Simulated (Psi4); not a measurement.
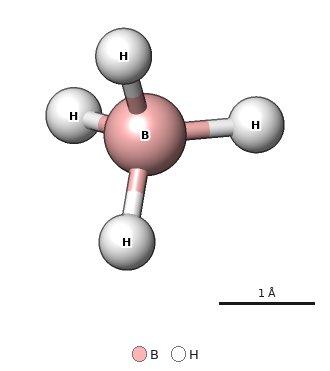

**Figure 1.** The input geometry (ball-and-stick view, seen at a tilt). Bond lengths as drawn: B–H 1.23 Å.

## Geometry relaxation of BH4 (charge −1) (part 1 of 3)

BH4, charge −1, SMILES [BH4-], computed with MP2/def2-TZVP, RHF (Psi4 1.11).

The geometry comes from this level: GFN2-xTB.

The input (bh4.py):
```python
import psi4

psi4.set_memory(1600000000)
psi4.set_num_threads(1)
psi4.core.set_output_file('bh4.out', False)

molecule = psi4.geometry("""
-1 1
B      0.000100     0.000170    -0.000110
H      0.683660     0.997010     0.217690
H      0.726340    -0.988490    -0.067070
H     -0.600410     0.139700    -1.063360
H     -0.809690    -0.148380     0.912850
""")

psi4.set_options({
    'basis': 'def2-TZVP',
    'num_frozen_docc': 1,
})

E = psi4.optimize('mp2', molecule=molecule)
print('E =', round(E, 9))
molecule.save_xyz_file('final.xyz', False)
for k, v in sorted(psi4.core.scalar_variables().items()):
    print(f'{k:45s} {v:18.10f}')
```

Hardware: 1 thread of Intel Xeon (Sapphire Rapids), 192 GiB of memory available, shared host.

Launch command:
```bash
python bh4.py
```

Output:
```
gradient() will perform analytic gradient computation.
    SCF Algorithm Type (re)set to DF.

   => Loading Basis Set <=

    Name: DEF2-TZVP
    Role: ORBITAL
    Keyword: BASIS

         ---------------------------------------------------------
                                   SCF
                              RHF Reference
                        1 Threads,   1525 MiB Core
         ---------------------------------------------------------

  ==> Geometry <==

    Molecular point group: c1
    Full point group: C1

    Geometry (in Angstrom), charge = -1, multiplicity = 1:

       Center              X                  Y                   Z               Mass
    ------------   -----------------  -----------------  -----------------  -----------------
         B            0.000033503473     0.000056285834    -0.000036853820    11.009305360000
         H            0.683593503473     0.996896285834     0.217763146180     1.007825032230
         H            0.726273503473    -0.988603714166    -0.066996853820     1.007825032230
         H           -0.600476496527     0.139586285834    -1.063286853820     1.007825032230
         H           -0.809756496527    -0.148493714166     0.912923146180     1.007825032230

  Running in c1 symmetry.

  Rotational constants: A =      4.15722  B =      4.15357  C =      4.15192 [cm^-1]
  Rotational constants: A = 124630.37788  B = 124521.02841  C = 124471.49506 [MHz]
  Nuclear repulsion =   10.195336356447260

  Charge       = -1
  Multiplicity = 1
  Electrons    = 10
  Nalpha       = 5
  Nbeta        = 5

  ==> Algorithm <==

  SCF Algorithm Type is DF.
  DIIS enabled.
  MOM disabled.
  Fractional occupation disabled.
  Guess Type is SAD.
  Energy threshold   = 1.00e-10
  Density threshold  = 1.00e-10
  Integral threshold = 1.00e-12

  ==> Primary Basis <==

  Basis Set: DEF2-TZVP
    Blend: DEF2-TZVP
    Number of shells: 27
    Number of basis functions: 55
    Number of Cartesian functions: 60
    Spherical Harmonics?: true
    Max angular momentum: 3

   => Loading Basis Set <=

    Name: (DEF2-TZVP AUX)
    Role: JKFIT
    Keyword: DF_BASIS_SCF

  ==> Integral Setup <==

  DFHelper Memory: AOs need 0.004 GiB; user supplied 1.118 GiB.
  SCF_SUBTYPE=INCORE selected. In-core MEM_DF algorithm will be used.
  Using in-core AOs.

  ==> MemDFJK: Density-Fitted J/K Matrices <==

    J tasked:                   Yes
    K tasked:                   Yes
    wK tasked:                   No
    Memory [MiB]:              1144
    Algorithm:                 Core
    Schwarz Cutoff:           1E-12
    Mask sparsity (%):       0.0000
    Fitting Condition:        1E-10

   => Auxiliary Basis Set <=

  Basis Set: (DEF2-TZVP AUX)
    Blend: DEF2-UNIVERSAL-JKFIT
    Number of shells: 49
    Number of basis functions: 147
    Number of Cartesian functions: 169
    Spherical Harmonics?: true
    Max angular momentum: 4

  Minimum eigenvalue in the overlap matrix is 4.2324558262E-03.
  Reciprocal condition number of the overlap matrix is 6.6826873167E-04.
    Using symmetric orthogonalization.

  ==> Pre-Iterations <==

  SCF Guess: Superposition of Atomic Densities via on-the-fly atomic UHF (no occupation information).

   -------------------------
    Irrep   Nso     Nmo
   -------------------------
     A         55      55
   -------------------------
    Total      55      55
   -------------------------

  ==> Iterations <==

                           Total Energy        Delta E     RMS |[F,P]|

   @DF-RHF iter SAD:   -26.29275686181618   -2.62928e+01   0.00000e+00
   @DF-RHF iter   1:   -26.89731162057655   -6.04555e-01   6.21238e-03 DIIS/ADIIS
   @DF-RHF iter   2:   -26.97645522741954   -7.91436e-02   2.17462e-03 DIIS/ADIIS
   @DF-RHF iter   3:   -26.98581267818134   -9.35745e-03   2.89979e-04 DIIS/ADIIS
   @DF-RHF iter   4:   -26.98624616032128   -4.33482e-04   3.74804e-05 DIIS
   @DF-RHF iter   5:   -26.98625551860179   -9.35828e-06   4.18781e-06 DIIS
   @DF-RHF iter   6:   -26.98625563875644   -1.20155e-07   3.91813e-07 DIIS
   @DF-RHF iter   7:   -26.98625563962134   -8.64897e-10   3.12082e-08 DIIS
   @DF-RHF iter   8:   -26.98625563962526   -3.92220e-12   2.15013e-09 DIIS
   @DF-RHF iter   9:   -26.98625563962531   -4.26326e-14   2.04889e-10 DIIS
   @DF-RHF iter  10:   -26.98625563962529    1.77636e-14   5.01715e-11 DIIS
  Energy and wave function converged.

  ==> Post-Iterations <==

    Orbital Energies [Eh]
    ---------------------

    Doubly Occupied:

       1A     -7.282472     2A     -0.450146     3A     -0.188943
       4A     -0.188831     5A     -0.188650

    Virtual:

       6A      0.320148     7A      0.363607     8A      0.363637
       9A      0.363647    10A      0.507323    11A      0.507349
      12A      0.507412    13A      0.560585    14A      0.768297
      15A      0.768363    16A      0.813014    17A      0.813204
      18A      0.813295    19A      1.024517    20A      1.146916
      21A      1.147124    22A      1.147309    23A      1.188554
      24A      1.383798    25A      1.384051    26A      1.384328
      27A      1.895168    28A      1.895427    29A      1.895461
      30A      2.198343    31A      2.198627    32A      2.198801
      33A      2.207492    34A      2.207514    35A      2.360315
      36A      2.360609    37A      2.360723    38A      2.388820
      39A      2.708984    40A      2.709835    41A      2.709988
      42A      2.868249    43A      2.869134    44A      3.079227
      45A      3.080277    46A      3.080397    47A      3.293907
      48A      3.451025    49A      3.451437    50A      3.451624
      51A      3.700582    52A      3.701740    53A      3.702006
      54A      3.817848    55A     15.830189

    Final Occupation by Irrep:
              A
    DOCC [     5 ]
    NA   [     5 ]
    NB   [     5 ]

  @DF-RHF Final Energy:   -26.98625563962529

   => Energetics <=

    Nuclear Repulsion Energy =             10.1953363564472603
    One-Electron Energy =                 -57.7650993872247156
    Two-Electron Energy =                  20.5835073911521640
    Total Energy =                        -26.9862556396252877

Computation Completed

Properties will be evaluated at   0.000000,   0.000000,   0.000000 [a0]

Properties computed using the SCF density matrix

 Multipole Moments:

 ------------------------------------------------------------------------------------
     Multipole            Electronic (a.u.)      Nuclear  (a.u.)        Total (a.u.)
 ------------------------------------------------------------------------------------

 L = 1.  Multiply by 2.5417464519 to convert [e a0] to [Debye]
 Dipole X            :          0.0015092           -0.0003751            0.0011342
 Dipole Y            :          0.0011984           -0.0006301            0.0005684
 Dipole Z            :         -0.0006369            0.0004126           -0.0002243
 Magnitude           :                                                    0.0012883

 ------------------------------------------------------------------------------------

	total time  =          1 seconds =       0.02 minutes

  //>>>>>>>>>>>>>>>>>>>>>>>>>>>>>>>>>>>//
  //               DFMP2               //
  //<<<<<<<<<<<<<<<<<<<<<<<<<<<<<<<<<<<//

   => Loading Basis Set <=

    Name: (DEF2-TZVP AUX)
    Role: RIFIT
    Keyword: DF_BASIS_MP2

	 --------------------------------------------------------
	                          DF-MP2
	      2nd-Order Density-Fitted Moller-Plesset Theory
	              RMP2 Wavefunction,   1 Threads

	 --------------------------------------------------------

   => Auxiliary Basis Set <=

  Basis Set: (DEF2-TZVP AUX)
    Blend: DEF2-TZVP-RI
    Number of shells: 50
    Number of basis functions: 136
    Number of Cartesian functions: 159
    Spherical Harmonics?: true
    Max angular momentum: 4

	 --------------------------------------------------------
	                 NBF =    55, NAUX =   136
	 --------------------------------------------------------
	   CLASS    FOCC     OCC    AOCC    AVIR     VIR    FVIR
	   PAIRS       1       5       4      50      50       0
	 --------------------------------------------------------

  DFHelper Memory: AOs need 0.004 GiB; user supplied 1.118 GiB.
  SCF_SUBTYPE=INCORE selected. In-core MEM_DF algorithm will be used.
  Using in-core AOs.

         ------------------------------------------------------------
                                     CPHF
         ------------------------------------------------------------

  ==> Geometry <==

    Molecular point group: c1
    Full point group: C1

    Geometry (in Angstrom), charge = -1, multiplicity = 1:

       Center              X                  Y                   Z               Mass
    ------------   -----------------  -----------------  -----------------  -----------------
         B            0.000033503473     0.000056285834    -0.000036853820    11.009305360000
         H            0.683593503473     0.996896285834     0.217763146180     1.007825032230
         H            0.726273503473    -0.988603714166    -0.066996853820     1.007825032230
         H           -0.600476496527     0.139586285834    -1.063286853820     1.007825032230
         H           -0.809756496527    -0.148493714166     0.912923146180     1.007825032230

  Nuclear repulsion =   10.195336356447260
  Reference energy  =  -26.986255639625288

  ==> Basis Set <==

  Basis Set: DEF2-TZVP
    Blend: DEF2-TZVP
    Number of shells: 27
    Number of basis functions: 55
    Number of Cartesian functions: 60
    Spherical Harmonics?: true
    Max angular momentum: 3

   Number of roots    =         1
   Preconditioning    =    JACOBI
   Convergence cutoff =     1E-06
   Maximum iterations =       100

  ==> MemDFJK: Density-Fitted J/K Matrices <==

    J tasked:                   Yes
    K tasked:                   Yes
    wK tasked:                   No
    Memory [MiB]:              1144
    Algorithm:                 Core
    Schwarz Cutoff:           1E-12
    Mask sparsity (%):       0.0000
    Fitting Condition:        1E-10

   => Auxiliary Basis Set <=

  Basis Set: (DEF2-TZVP AUX)
    Blend: DEF2-UNIVERSAL-JKFIT
    Number of shells: 49
    Number of basis functions: 147
    Number of Cartesian functions: 169
    Spherical Harmonics?: true
    Max angular momentum: 4

  ==> CPHF Iterations <==

  => Iterations <=

             Iter  Converged  Remaining    Residual
  CGR           1          0          1   9.938E-02
  CGR           2          0          1   1.249E-02
  CGR           3          0          1   1.091E-03
  CGR           4          0          1   7.605E-05
  CGR           5          0          1   6.829E-06
  CGR           6          1          0   7.674E-07

    CGRSolver converged.

  ==> DFCorrGrad: Density-Fitted Correlated Gradients <==

    Integrals threads:           1
    Memory [GiB]:            1.118
    Schwarz Cutoff:          0E+00
    Fitting Condition:       1E-10

   => Auxiliary Basis Set <=

  Basis Set: (DEF2-TZVP AUX)
    Blend: DEF2-UNIVERSAL-JKFIT
    Number of shells: 49
    Number of basis functions: 147
    Number of Cartesian functions: 169
    Spherical Harmonics?: true
    Max angular momentum: 4

	-----------------------------------------------------------
	 ==================> DF-MP2 Energies <====================
	-----------------------------------------------------------
	 Reference Energy          =     -26.9862556396252877 [Eh]
	 Singles Energy            =      -0.0000000000000000 [Eh]
	 Same-Spin Energy          =      -0.0236700519862670 [Eh]
	 Opposite-Spin Energy      =      -0.1313059807518052 [Eh]
	 Correlation Energy        =      -0.1549760327380721 [Eh]
	 Total Energy              =     -27.1412316723633609 [Eh]
	-----------------------------------------------------------
	 ================> DF-SCS-MP2 Energies <==================
	-----------------------------------------------------------
	 SCS Same-Spin Scale       =       0.3333333333333333 [-]
	 SCS Opposite-Spin Scale   =       1.2000000000000000 [-]
	 SCS Same-Spin Energy      =      -0.0078900173287557 [Eh]
	 SCS Opposite-Spin Energy  =      -0.1575671769021662 [Eh]
	 SCS Correlation Energy    =      -0.1654571942309218 [Eh]
	 SCS Total Energy          =     -27.1517128338562088 [Eh]
	-----------------------------------------------------------

  -Total Gradient:
     Atom            X                  Y                   Z
    ------   -----------------  -----------------  -----------------
       1        0.000304771037     0.000147539756    -0.000055663262
       2       -0.001250388186    -0.001776300941    -0.000385894326
       3       -0.001252187631     0.001642130124     0.000120459279
       4        0.000973130325    -0.000209250738     0.001582720221
       5        0.001224674456     0.000195881799    -0.001261621912

	total time  =          1 seconds =       0.02 minutes

    			-----------------------------------------

    			 OPTKING 3.0: for geometry optimizations

    			        with contributions from

    			-----------------------------------------

	                            ===> Fragment 1 <==

	 Z (Atomic Numbers)          Masses                          Geom
	       5.000000            11.009305          0.00006331  0.00010636 -0.00006964
	       1.000000             1.007825          1.29180450  1.88386096  0.41151271
	       1.000000             1.007825          1.37245801 -1.86819027 -0.12660570
	       1.000000             1.007825         -1.13473612  0.26377985 -2.00932095
	       1.000000             1.007825         -1.53021801 -0.28061245  1.72517472

	 - Coordinate -           - BOHR/RAD -       - ANG/DEG -
	 R(1,2)           =         2.320889           1.228162
	 R(1,3)           =         2.321640           1.228559
	 R(1,4)           =         2.322581           1.229057
	 R(1,5)           =         2.323151           1.229359
	 B(2,1,3)         =         1.911150         109.500819
	 B(2,1,4)         =         1.910500         109.463615
	 B(2,1,5)         =         1.910278         109.450863
	 B(3,1,4)         =         1.910313         109.452865
	 B(3,1,5)         =         1.909876         109.427841
	 B(4,1,5)         =         1.911682         109.531329
	 O(2,1,3,4)       =         0.955093          54.722791
	 O(2,1,3,5)       =        -0.955534         -54.748038
	 O(2,1,4,5)       =         0.955280          54.733512
	 O(3,1,2,4)       =        -0.955187         -54.728160
	 O(3,1,2,5)       =         0.955734          54.759536
	 O(3,1,4,5)       =        -0.955870         -54.767306
	 O(4,1,2,3)       =         0.955511          54.746774
	 O(4,1,2,5)       =        -0.954578         -54.693268
	 O(4,1,3,5)       =         0.954966          54.715527
	 O(5,1,2,3)       =        -0.956171         -54.784554
	 O(5,1,2,4)       =         0.954689          54.699630
	 O(5,1,3,4)       =        -0.955184         -54.728011

	        --- Internal Coordinate Step in ANG or DEG, aJ/ANG or AJ/DEG ---
	-------------------------------------------------------------------------------
	           Coordinate      Previous         Force          Change          New
	           ----------      --------        ------          ------        ------
	               R(1,2)       1.22816        0.01818        0.00514       1.23330
	               R(1,3)       1.22856        0.01704        0.00482       1.23338
	               R(1,4)       1.22906        0.01539        0.00436       1.23342
	               R(1,5)       1.22936        0.01456        0.00413       1.23349
	             B(2,1,3)     109.50082       -0.00000       -0.01732     109.48350
	             B(2,1,4)     109.46362        0.00000        0.01087     109.47449
	             B(2,1,5)     109.45086        0.00000        0.01182     109.46269
	             B(3,1,4)     109.45287        0.00000        0.01075     109.46361
	             B(3,1,5)     109.42784        0.00000        0.01886     109.44670
	             B(4,1,5)     109.53133       -0.00000       -0.03499     109.49634
	           O(2,1,3,4)      54.72279        0.00000        0.00108      54.72387
	           O(2,1,3,5)     -54.74804       -0.00000        0.00391     -54.74412
	           O(2,1,4,5)      54.73351       -0.00000       -0.00520      54.72831
	           O(3,1,2,4)     -54.72816       -0.00000       -0.00115     -54.72931
	           O(3,1,2,5)      54.75954       -0.00000       -0.00742      54.75211
	           O(3,1,4,5)     -54.76731        0.00000        0.01213     -54.75518
	           O(4,1,2,3)      54.74677       -0.00000       -0.01296      54.73381
	           O(4,1,2,5)     -54.69327       -0.00000       -0.01822     -54.71149
	           O(4,1,3,5)      54.71553        0.00000        0.01483      54.73036
	           O(5,1,2,3)     -54.78455        0.00000        0.02203     -54.76253
	           O(5,1,2,4)      54.69963        0.00000        0.01776      54.71739
	           O(5,1,3,4)     -54.72801       -0.00000       -0.01079     -54.73880
	-------------------------------------------------------------------------------

	                                 ==> Convergence Check <==

	Measures of convergence in internal coordinates in au.

	Criteria marked as inactive (o), active & met (*), and active & unmet ( ).
```
